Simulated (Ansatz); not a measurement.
# How Nb(110) screens a field

Where does the screening charge of Nb(110) sit?

Method: plane-wave DFT, PBE, Ansatz PAW, in Ansatz 0.2.0.

### Step 1. The starting structure

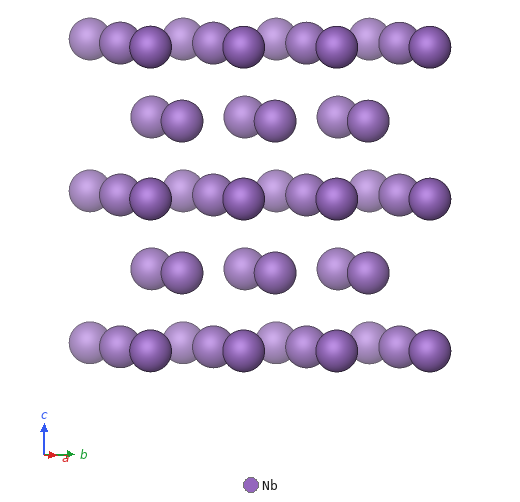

The cell as given, from the side, with the c axis up (niobium purple). 2×3×1 cells are drawn. Some periodic images of atoms are drawn too.

The cell holds 5 atoms: 5 Nb. Its edges and angles: a = 2.858 Å, b = 2.858 Å, c = 27.334 Å, α = 90.0°, β = 90.0°, γ = 70.5°. Vacuum lies along c.

### Step 2. Single point, field 0

A sawtooth potential applies the field, turning back in the middle of the vacuum. With the dipole correction the typed value is the field outside the slab. The induced dipole is small, so the SCF threshold is tight.

The input, input.yaml:

```yaml
crystal:
  lattice:
    - [2.3334523779, -1.65, 0.0]
    - [2.3334523779, 1.65, 0.0]
    - [0.0, 0.0, 27.3338095117]
  atoms:
    - { symbol: Nb, position: [0.0, 0.0, 0.3292625565] }
    - { symbol: Nb, position: [0.5, 0.5, 0.4146312783] }
    - { symbol: Nb, position: [0.0, 0.0, 0.5] }
    - { symbol: Nb, position: [0.5, 0.5, 0.5853687217] }
    - { symbol: Nb, position: [0.0, 0.0, 0.6707374435] }
kpoints:
  mp_grid: { grid: [18, 18, 1] }
hamiltonian:
  xc: pbe
scf:
  occupations: { method: fermi_dirac, width: 0.1 }
  convergence: { dr2_threshold: 1.0e-10 }
efield:
  axis: 3
  dipole_correction: true
  ramp_position: 0.97
  ramp_width: 0.06
  amplitude: 0
output:
  forces: true
  write_potential: true
  write_density: true
  volumetric_format: npy
```

Run with:

```console
$ ansatz run input.yaml --threads 2 --pin off --max-ram 3072MiB --backend cpu --events-out ev --progress --plain --runs-dir out
```

Numbers of over 12 decimals in the logs are rounded to 6 here.

What it wrote:

```text
Engine: ansatz 0.2.0, aarch64-unknown-linux-gnu
Pseudopotentials: kind: paw
Pseudopotential: Nb, paw, valence charge 13, recommended cutoff 420 eV (normal), Nb.paw.azcp
Functional definition: PBE
  parameter kappa = 0.804
  parameter beta = 0.066725
  exchange = pbe_x(kappa = kappa, mu = beta*pi^2/3)
  correlation = pbe_c(beta = beta)
Crystal: 5 atoms, lattice volume = 210.481 Å³
Basis set: ecut = 420 eV, 4137 PW (Γ), exchange–correlation on 40×40×384 points (8 copies of the dense FFT grid, shifted against one another)
Bands: 39, of which v1, the nominal top of the filled ones, is band 33 counted from 1 (32 counted from 0)
Symmetry: 4 space group operations
k-points: 91 of 324
Non-local potential: Nb, projectors of the file, l = 0: 3, l = 1: 2, l = 2: 2, l = 3: 1
PAW form: soft (Blöchl's): semilocal exchange-correlation on the pseudo side does not see the compensation charge
PAW one-centre angular grid: Nb, 590 points (default); XC on 64 Gauss nodes
Initial density: superposition of atomic densities (neutral atoms: chi_scale 0, normalization atom), corrected by the library's trained network
Initial wavefunctions: pseudopotential atomic-orbital guess
Functional: x = pbe(κ = 0.804, μ = 0.219515), c = pbe(β = 0.066725)
SCF iter   1: F=—  HF=-22759.714862 eV  |F-HF|=—  |Δ(HF+E_count)|=         —  Δρ=1.34e-2  dr2=1.06e1  ethr=1.77e-3  p=0.000 e·Å  D=6.62e-14 V/Å  ΔV_dip=-0.00 eV  dr2_dipole=1.42e-6  V_vac-E_F(+/−)=4.98/4.98 eV  ⟨swp⟩=8.1  Hψ=16787  notcnv=0
efield: sawtooth ramp at fractional position 0.9700 (set: `efield.ramp_position`, or a place that a band, a saddle search or an elastic batch's reference lends), width 0.0600; the density the first Hamiltonian is built on has a dipole p = 0.000 e·Å; the dipole correction subtracts the counter field D = 6.62e-14 V/Å, which shifts the + side's vacuum level by -0.00 eV against the − side's; the planar-averaged density in the ramp window peaks in size at 2.4e-6 e/Å³
preconditioner: auto → LDOS  [metal: Δε(μ)=0.004 eV  Ē_g=3.280 eV  σ=0.100 eV  W_gap=0.01  n_scr=18 (ndim 8)  ℏωp=12.8 eV  f_vac=0.507  D(μ)=6.79/eV (n_scr^D=40)  β→1.0]
SCF iter   2: F=—  HF=-22759.502495 eV  |F-HF|=—  |Δ(HF+E_count)|=   2.12e-1  Δρ=2.45e-3  dr2=2.26e-2  ethr=1.77e-3  p=-0.000 e·Å  D=-3.08e-5 V/Å  ΔV_dip=0.00 eV  dr2_dipole=3.08e-7  V_vac-E_F(+/−)=4.56/4.56 eV  ⟨swp⟩=2.5  Hψ=4626  notcnv=0
SCF iter   3: F=—  HF=-22759.503729 eV  |F-HF|=—  |Δ(HF+E_count)|=   1.23e-3  Δρ=9.96e-4  dr2=1.14e-2  ethr=3.48e-5  p=-0.000 e·Å  D=-4.10e-6 V/Å  ΔV_dip=0.00 eV  dr2_dipole=8.40e-13  V_vac-E_F(+/−)=4.57/4.57 eV  ⟨swp⟩=2.3  Hψ=6294  notcnv=0
SCF iter   4: F=—  HF=-22759.503206 eV  |F-HF|=—  |Δ(HF+E_count)|=   5.23e-4  Δρ=2.36e-4  dr2=9.44e-4  ethr=1.75e-5  p=-0.000 e·Å  D=-3.29e-6 V/Å  ΔV_dip=0.00 eV  dr2_dipole=2.67e-12  V_vac-E_F(+/−)=4.56/4.56 eV  ⟨swp⟩=1.6  Hψ=4373  notcnv=0
SCF iter   5: F=—  HF=-22759.503236 eV  |F-HF|=—  |Δ(HF+E_count)|=   3.02e-5  Δρ=5.00e-5  dr2=2.42e-5  ethr=1.45e-6  p=-0.000 e·Å  D=-1.09e-6 V/Å  ΔV_dip=0.00 eV  dr2_dipole=2.87e-10  V_vac-E_F(+/−)=4.55/4.55 eV  ⟨swp⟩=1.6  Hψ=4036  notcnv=0
SCF iter   6: F=—  HF=-22759.503238 eV  |F-HF|=—  |Δ(HF+E_count)|=   1.69e-6  Δρ=1.78e-5  dr2=7.58e-7  ethr=3.72e-8  p=-0.000 e·Å  D=-7.73e-7 V/Å  ΔV_dip=0.00 eV  dr2_dipole=3.93e-14  V_vac-E_F(+/−)=4.55/4.55 eV  ⟨swp⟩=2.4  Hψ=5189  notcnv=0
SCF iter   7: F=—  HF=-22759.503231 eV  |F-HF|=—  |Δ(HF+E_count)|=   7.34e-6  Δρ=6.74e-6  dr2=2.00e-7  ethr=1.17e-9  p=-0.000 e·Å  D=-1.78e-7 V/Å  ΔV_dip=0.00 eV  dr2_dipole=5.98e-12  V_vac-E_F(+/−)=4.55/4.55 eV  ⟨swp⟩=2.8  Hψ=6775  notcnv=0
SCF iter   8: F=—  HF=-22759.503231 eV  |F-HF|=—  |Δ(HF+E_count)|=   1.37e-8  Δρ=1.92e-6  dr2=2.77e-8  ethr=3.08e-10  p=-0.000 e·Å  D=-1.13e-7 V/Å  ΔV_dip=0.00 eV  dr2_dipole=2.34e-13  V_vac-E_F(+/−)=4.55/4.55 eV  ⟨swp⟩=2.4  Hψ=6192  notcnv=0
SCF iter   9: F=—  HF=-22759.503231 eV  |F-HF|=—  |Δ(HF+E_count)|=   1.27e-8  Δρ=5.23e-7  dr2=6.77e-10  ethr=4.26e-11  p=-0.000 e·Å  D=-4.25e-8 V/Å  ΔV_dip=0.00 eV  dr2_dipole=2.94e-14  V_vac-E_F(+/−)=4.55/4.55 eV  ⟨swp⟩=2.4  Hψ=5619  notcnv=0
SCF iter  10: F=-22759.503231 eV  HF=-22759.503231 eV  |F-HF|=1.49e-10  |Δ(HF+E_count)|=   1.82e-9  Δρ=1.50e-7  dr2=7.43e-11  ethr=1.00e-12  p=-0.000 e·Å  D=-1.75e-8 V/Å  ΔV_dip=0.00 eV  dr2_dipole=2.96e-14  V_vac-E_F(+/−)=4.55/4.55 eV  ⟨swp⟩=11.4  Hψ=23224  notcnv=0
SCF 1 converged in 10 iterations: F = -22759.503231 eV  dr2 = 7.43e-11
  greatest PAW one-centre occupation: 0.998 electrons in one spin orbital (limit 2), on the Nb atom at site 1 (counted from 0), in its partial waves of l = 0
WARN: The output density's exchange-correlation potential varies sharply where the density is thin. Do not read a vacuum level from v_tot or v_xc, or from such a field of the output density. On a cell that repeats whose density bears no net charge and no dipole along the vacuum's axis use v_es (v_loc + v_h of the components); under efield.dipole_correction with no amplitude use v_es + v_field, which holds any externa [...]
SCF converged after 10 iterations
Free energy (F): -22759.503231 eV
Harris-Foulkes:  -22759.503231 eV  (|F-HF|=1.49e-10)
Internal energy: -22759.267996 eV  (E = F + TS)
E sigma→0 (E₀):  -22759.385613 eV
Entropy (-TS):   -0.235234 eV (-47.047 meV/atom)
Fermi energy:    5.162873 eV
Dipole field:    D = -0.000000 V/Å  (p = -0.000000 e·Å, saw-weighted, corrected)
Work function:   Φ+ = 4.5505 eV   Φ− = 4.5505 eV
Levels:          The Fermi level and band energies are counted from a zero that moves with the ramp; work functions are not
--- Per-component energies (eV) ---
  E_band       = -1161.946450
  E_kinetic    = 1969.284422
  E_local      = -79152.303752  (includes V_loc(G=0)·N_el)
  E_nonlocal   = 601.403642
  E_hartree    = 38509.521450
  E_xc         = -874.736627
  E_vxc        = -1060.734346  (∫ρ·V_xc dr)
  E_paw        = -15367.345006  (= ΣΔE_a)
  E_vpaw       = -538.639663  (= ΣTr[D̂ρ^β])
  E_aug_tail   = 0.000033  (compensation charges beyond the density's cutoff)
  E_efield     = 0.000000  (sawtooth field / dipole correction)
  E_vefield    = 0.000000  (∫n·V_field dr)
  E_ewald      = 31554.907842
  E_smearing   = -0.235234  (= −TS)
  E_closure    = 0.000000  (closes the sum)
  Σ components = -22759.503231   (vs F -22759.503231, Δ=0.00e0)
--- Forces (eV/Å), atoms counted from 1 ---
  atom   1  Nb     0.00000000     0.00000000     0.31322551
  atom   2  Nb     0.00000000     0.00000000    -0.37928199
  atom   3  Nb     0.00000000     0.00000000    -0.00000017
  atom   4  Nb     0.00000000     0.00000000     0.37928226
  atom   5  Nb     0.00000000     0.00000000    -0.31322573
  max |Σ_I F_I| component: 1.13e-7 eV/Å
--- Band table (eV; the first three rows and the last of 91) ---
  k-point 0: bands = [... 29 lower, 4.8108, 4.8470, 5.2716, 5.3068, 5.4124, 5.7641, 5.9788, 6.5552, ... 2 higher]
  k-point 1: bands = [... 29 lower, 4.7965, 4.8540, 5.1656, 5.2943, 5.4302, 5.7951, 5.8414, 6.6326, ... 2 higher]
  k-point 2: bands = [... 29 lower, 4.6937, 4.8594, 4.9692, 5.1657, 5.5106, 5.6270, 5.8863, 6.2098, ... 2 higher]
  k-point 90: bands = [... 29 lower, 4.6306, 5.0586, 6.0426, 6.9324, 6.9848, 7.0412, 7.8471, 7.9420, ... 2 higher]
```

It took 43 s on 2 threads of Arm Neoverse V1, shared host; peak memory 0.74 GiB.

Reading the cycles: dr2 is the Hartree energy of the density residual (eV), the measure of convergence; HF is the Harris–Foulkes estimate of the energy, which meets the free energy F at convergence.

This step gave:

| Item | Value |
| --- | --- |
| energy at zero smearing | -22759.3856 eV |
| work function, upper face | 4.551 eV |
| dipole along the normal | -2.83e-7 e·Å |

Running mean over 2.333 Å of the planar mean; the ramp of the sawtooth is left out. The electron's electrostatic potential energy less the Fermi level by z:

```csv
z (Å),electron's electrostatic potential energy less the Fermi level (eV)
4,4.55
5,4.53
6,4.36
7,2.81
8,-5.86
9,-11.0
10,-11.0
11,-10.9
12,-10.9
13,-10.9
14,-10.9
15,-10.9
16,-10.9
17,-10.9
18,-11.1
19,-8.85
20,0.898
21,4.15
22,4.51
23,4.55
24,4.55
```

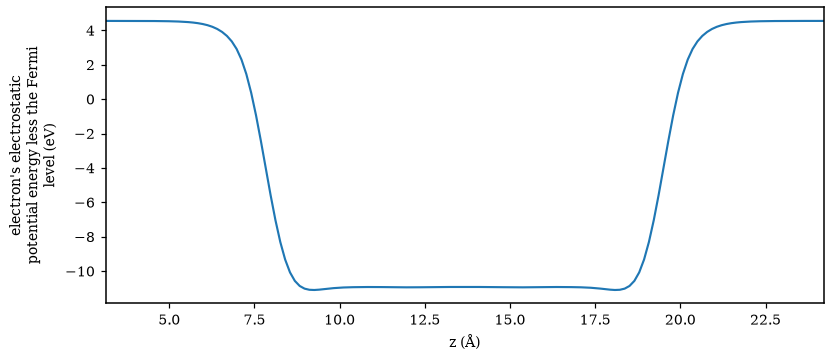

Electron's electrostatic potential energy less the Fermi level, plotted against z.

Force by atom:

```csv
atom,x (eV/Å),y (eV/Å),z (eV/Å),size
Nb1,0.000,0.000,0.313,0.313
Nb2,0.000,0.000,-0.379,0.379
Nb3,0.000,0.000,0.000,0.000
Nb4,0.000,0.000,0.379,0.379
Nb5,0.000,0.000,-0.313,0.313
```

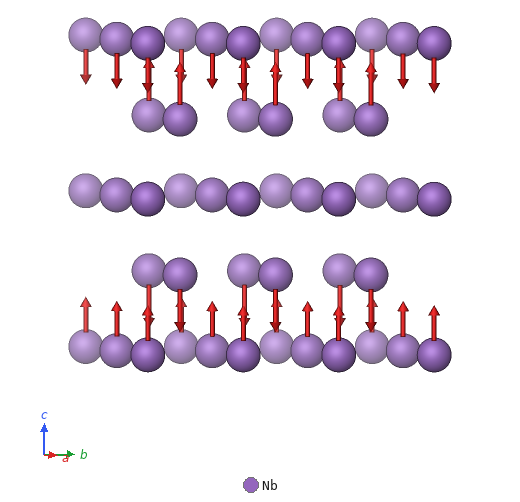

Force as arrows, the longest 0.379 eV/Å. 2×3×1 cells are drawn. Some periodic images of atoms are drawn too.

The work function of the upper face is 4.55 eV.

### Step 3. Atoms held, field 0.05 V/Å

input.yaml, as its differences from that of step 2:

```diff
@@ -23,3 +23,3 @@
   ramp_width: 0.06
-  amplitude: 0
+  amplitude: 0.05
 output:
```

What it wrote:

```text
[...]
Crystal: 5 atoms, lattice volume = 210.481 Å³
Basis set: ecut = 420 eV, 4137 PW (Γ), exchange–correlation on 40×40×384 points (8 copies of the dense FFT grid, shifted against one another)
Bands: 39, of which v1, the nominal top of the filled ones, is band 33 counted from 1 (32 counted from 0)
Symmetry: 4 space group operations
k-points: 91 of 324
[...]
k-point 0: bands = [... 29 lower, 4.8106, 4.8472, 5.2714, 5.3066, 5.4123, 5.7639, 5.9786, 6.5550, ... 2 higher]
  k-point 1: bands = [... 29 lower, 4.7964, 4.8539, 5.1655, 5.2941, 5.4300, 5.7949, 5.8412, 6.6324, ... 2 higher]
  k-point 2: bands = [... 29 lower, 4.6935, 4.8592, 4.9690, 5.1655, 5.5104, 5.6268, 5.8862, 6.2096, ... 2 higher]
  k-point 90: bands = [... 29 lower, 4.6304, 5.0584, 6.0425, 6.9322, 6.9846, 7.0410, 7.8469, 7.9418, ... 2 higher]
[key lines of the parts left out:]
SCF converged after 13 iterations
Free energy (F): -22759.503958 eV
Fermi energy:    5.162687 eV
Dipole field:    D = 0.025030 V/Å  (p = 0.029114 e·Å, saw-weighted, corrected)
```

Elapsed: 54 s, on 2 threads; peak memory 0.72 GiB; 1.8 min of CPU time.

The dipole is 0.0291 e·Å.

### Step 4. Single point, field -0.05 V/Å

input.yaml, as its differences from that of step 3:

```diff
@@ -23,3 +23,3 @@
   ramp_width: 0.06
-  amplitude: 0.05
+  amplitude: -0.05
 output:
```

What it wrote:

```text
[...]
Crystal: 5 atoms, lattice volume = 210.481 Å³
Basis set: ecut = 420 eV, 4137 PW (Γ), exchange–correlation on 40×40×384 points (8 copies of the dense FFT grid, shifted against one another)
Bands: 39, of which v1, the nominal top of the filled ones, is band 33 counted from 1 (32 counted from 0)
Symmetry: 4 space group operations
k-points: 91 of 324
[...]
k-point 0: bands = [... 29 lower, 4.8106, 4.8472, 5.2714, 5.3066, 5.4123, 5.7639, 5.9786, 6.5550, ... 2 higher]
  k-point 1: bands = [... 29 lower, 4.7964, 4.8539, 5.1655, 5.2941, 5.4300, 5.7949, 5.8412, 6.6324, ... 2 higher]
  k-point 2: bands = [... 29 lower, 4.6935, 4.8592, 4.9690, 5.1655, 5.5104, 5.6268, 5.8862, 6.2096, ... 2 higher]
  k-point 90: bands = [... 29 lower, 4.6304, 5.0584, 6.0425, 6.9322, 6.9846, 7.0410, 7.8469, 7.9418, ... 2 higher]
[key lines of the parts left out:]
SCF converged after 13 iterations
Free energy (F): -22759.503958 eV
Fermi energy:    5.162687 eV
Dipole field:    D = -0.025030 V/Å  (p = -0.029115 e·Å, saw-weighted, corrected)
```

The job ended after 53 s (2 threads; peak memory 0.73 GiB; 1.8 min of CPU time).

The dipole is -0.0291 e·Å.

### Step 5. Single point, field 0.1 V/Å

input.yaml, as its differences from that of step 4:

```diff
@@ -23,3 +23,3 @@
   ramp_width: 0.06
-  amplitude: -0.05
+  amplitude: 0.1
 output:
```

What it wrote:

```text
[...]
Crystal: 5 atoms, lattice volume = 210.481 Å³
Basis set: ecut = 420 eV, 4137 PW (Γ), exchange–correlation on 40×40×384 points (8 copies of the dense FFT grid, shifted against one another)
Bands: 39, of which v1, the nominal top of the filled ones, is band 33 counted from 1 (32 counted from 0)
Symmetry: 4 space group operations
k-points: 91 of 324
[...]
k-point 0: bands = [... 29 lower, 4.8101, 4.8475, 5.2708, 5.3061, 5.4117, 5.7634, 5.9781, 6.5545, ... 2 higher]
  k-point 1: bands = [... 29 lower, 4.7962, 4.8537, 5.1649, 5.2936, 5.4295, 5.7942, 5.8408, 6.6317, ... 2 higher]
  k-point 2: bands = [... 29 lower, 4.6932, 4.8587, 4.9685, 5.1650, 5.5099, 5.6263, 5.8857, 6.2091, ... 2 higher]
  k-point 90: bands = [... 29 lower, 4.6298, 5.0579, 6.0419, 6.9317, 6.9841, 7.0405, 7.8464, 7.9413, ... 2 higher]
[key lines of the parts left out:]
SCF converged after 13 iterations
Free energy (F): -22759.506142 eV
Fermi energy:    5.162170 eV
Dipole field:    D = 0.050062 V/Å  (p = 0.058232 e·Å, saw-weighted, corrected)
```

Run time: 53 s. Hardware: 2 threads; peak memory 0.73 GiB; 1.8 min of CPU time.

The dipole is 0.0582 e·Å.

### Step 6. Atoms held, field -0.1 V/Å

input.yaml, as its differences from that of step 5:

```diff
@@ -23,3 +23,3 @@
   ramp_width: 0.06
-  amplitude: 0.1
+  amplitude: -0.1
 output:
```

What it wrote:

```text
[...]
Crystal: 5 atoms, lattice volume = 210.481 Å³
Basis set: ecut = 420 eV, 4137 PW (Γ), exchange–correlation on 40×40×384 points (8 copies of the dense FFT grid, shifted against one another)
Bands: 39, of which v1, the nominal top of the filled ones, is band 33 counted from 1 (32 counted from 0)
Symmetry: 4 space group operations
k-points: 91 of 324
[...]
k-point 0: bands = [... 29 lower, 4.8101, 4.8475, 5.2708, 5.3061, 5.4117, 5.7634, 5.9781, 6.5545, ... 2 higher]
  k-point 1: bands = [... 29 lower, 4.7962, 4.8537, 5.1649, 5.2936, 5.4295, 5.7942, 5.8408, 6.6317, ... 2 higher]
  k-point 2: bands = [... 29 lower, 4.6932, 4.8587, 4.9685, 5.1650, 5.5099, 5.6263, 5.8857, 6.2091, ... 2 higher]
  k-point 90: bands = [... 29 lower, 4.6298, 5.0579, 6.0419, 6.9317, 6.9841, 7.0405, 7.8464, 7.9413, ... 2 higher]
[key lines of the parts left out:]
SCF converged after 13 iterations
Free energy (F): -22759.506142 eV
Fermi energy:    5.162170 eV
Dipole field:    D = -0.050063 V/Å  (p = -0.058233 e·Å, saw-weighted, corrected)
```

Elapsed: 53 s, on 2 threads; peak memory 0.72 GiB.

The dipole is -0.0582 e·Å.

### Step 7. Single point, field 0.2 V/Å

input.yaml, as its differences from that of step 6:

```diff
@@ -23,3 +23,3 @@
   ramp_width: 0.06
-  amplitude: -0.1
+  amplitude: 0.2
 output:
```

What it wrote:

```text
[...]
Crystal: 5 atoms, lattice volume = 210.481 Å³
Basis set: ecut = 420 eV, 4137 PW (Γ), exchange–correlation on 40×40×384 points (8 copies of the dense FFT grid, shifted against one another)
Bands: 39, of which v1, the nominal top of the filled ones, is band 33 counted from 1 (32 counted from 0)
Symmetry: 4 space group operations
k-points: 91 of 324
[...]
k-point 0: bands = [... 29 lower, 4.8080, 4.8488, 5.2687, 5.3040, 5.4097, 5.7613, 5.9758, 6.5524, ... 2 higher]
  k-point 1: bands = [... 29 lower, 4.7953, 4.8528, 5.1628, 5.2915, 5.4275, 5.7916, 5.8392, 6.6291, ... 2 higher]
  k-point 2: bands = [... 29 lower, 4.6920, 4.8566, 4.9664, 5.1629, 5.5076, 5.6240, 5.8838, 6.2071, ... 2 higher]
  k-point 90: bands = [... 29 lower, 4.6277, 5.0558, 6.0398, 6.9296, 6.9821, 7.0384, 7.8443, 7.9392, ... 2 higher]
[key lines of the parts left out:]
SCF converged after 13 iterations
Free energy (F): -22759.514878 eV
Fermi energy:    5.160091 eV
Dipole field:    D = 0.100144 V/Å  (p = 0.116486 e·Å, saw-weighted, corrected)
```

Wall time 53 s (2 threads); peak memory 0.73 GiB.

The dipole is 0.116 e·Å.

### Step 8. Single point, field -0.2 V/Å

input.yaml, as its differences from that of step 7:

```diff
@@ -23,3 +23,3 @@
   ramp_width: 0.06
-  amplitude: 0.2
+  amplitude: -0.2
 output:
```

What it wrote:

```text
[...]
Crystal: 5 atoms, lattice volume = 210.481 Å³
Basis set: ecut = 420 eV, 4137 PW (Γ), exchange–correlation on 40×40×384 points (8 copies of the dense FFT grid, shifted against one another)
Bands: 39, of which v1, the nominal top of the filled ones, is band 33 counted from 1 (32 counted from 0)
Symmetry: 4 space group operations
k-points: 91 of 324
[...]
k-point 0: bands = [... 29 lower, 4.8080, 4.8488, 5.2687, 5.3040, 5.4097, 5.7613, 5.9758, 6.5524, ... 2 higher]
  k-point 1: bands = [... 29 lower, 4.7953, 4.8528, 5.1628, 5.2915, 5.4275, 5.7916, 5.8392, 6.6291, ... 2 higher]
  k-point 2: bands = [... 29 lower, 4.6920, 4.8566, 4.9664, 5.1629, 5.5076, 5.6240, 5.8838, 6.2071, ... 2 higher]
  k-point 90: bands = [... 29 lower, 4.6277, 5.0558, 6.0398, 6.9296, 6.9821, 7.0384, 7.8443, 7.9392, ... 2 higher]
[key lines of the parts left out:]
SCF converged after 13 iterations
Free energy (F): -22759.514878 eV
Fermi energy:    5.160091 eV
Dipole field:    D = -0.100144 V/Å  (p = -0.116487 e·Å, saw-weighted, corrected)
```

Elapsed: 53 s, on 2 threads; peak memory 0.73 GiB; 1.8 min of CPU time.

The dipole is -0.116 e·Å.

(Part 1 of 2 ends here.)

[Logs are printed without paths, hosts, clocks, repeated set-up lines and the standing remarks that a program may print on its own settings, such as how far it seeks lower states.]

[Hosts, paths, dates, database ids (printed as entryN), source tags and the programs' standing remarks are cut or masked in the printed files.]

[Maps of the electrostatic potential energy from Ansatz leave out the sawtooth potential of an applied field or a dipole correction, so their vacuum need not be flat; planar profiles and work functions include it.]
